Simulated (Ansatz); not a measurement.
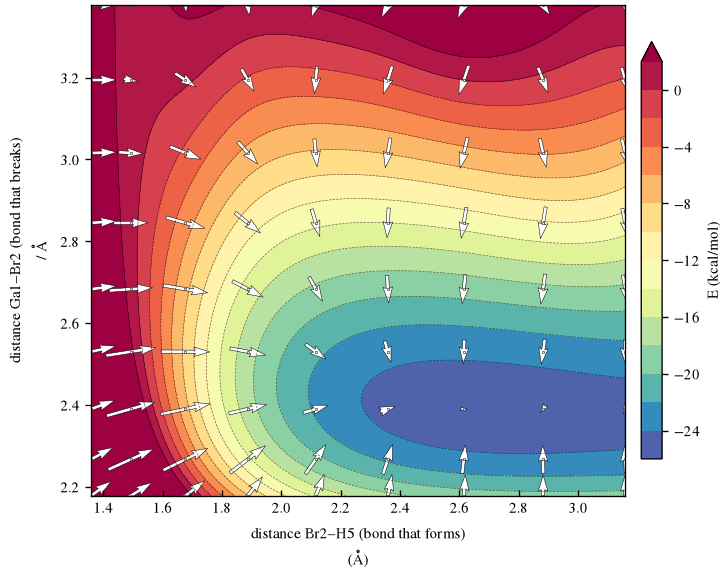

Energy landscape of the reacting system BrGaH4O. 
- First axis: distance Br2–H5 (bond that forms). Second axis: distance Ga1–Br2 (bond that breaks).
- Relaxed at each point: all other coordinates.
- The scan uses a 9 × 9 grid.
- Points are written as (first, second).
- Energies: kcal/mol, counted from a guessed transition structure relaxed with its forming and breaking bonds held.
- The reference is spin-restricted, so regions where a bond is pulled apart into radicals lie too high.
- Method: RKS B3LYP-D4/def2-SVP in Ansatz 0.2.0.

Drawn: filled contours, dots at the grid points, arrows along the force (downhill), their lengths compressed, one colour for all values above the top of the scale. Between grid points the surface is interpolated. 

> What does the map say about the system?

The lowest grid point is at (2.615 Å, 2.390 Å), −25.3 kcal/mol from a guessed transition structure relaxed with its forming and breaking bonds held. No other kind of well shows on this grid. The highest grid point, (1.359 Å, 2.178 Å), lies 58.7 kcal/mol above the lowest.

The input of one point:

```yaml
crystal:
  periodic: [false, false, false]
  atoms:
    - { symbol: Ga, position_ang: [-0.84114, -0.446086, -0.168481] }
    - { symbol: Br, position_ang: [0.726556, -2.062637, 0.632262] }
    - { symbol: H, position_ang: [-1.222465, -0.625548, -1.669904] }
    - { symbol: H, position_ang: [-1.711333, 0.190307, 0.967931] }
    - { symbol: H, position_ang: [1.462045, 0.376437, 0.04218] }
    - { symbol: O, position_ang: [0.799427, 0.940805, -0.244978] }
    - { symbol: H, position_ang: [0.78691, 1.626723, 0.440988] }
basis:
  gaussian: { orbitals: def2-SVP }
hamiltonian:
  xc: { name: B3LYP }
  dispersion: d4
output:
  forces: true
relax:
  f_tol: 0.02
  max_steps: 50
  escape_saddle: false
  constraints: [{ distance: [1, 4] }, { distance: [0, 1] }]
scf:
  lower_state_search: "off"
```

The whole map (81 points run) took 32 min on 1 thread of Arm Neoverse V1, with other jobs on the host.
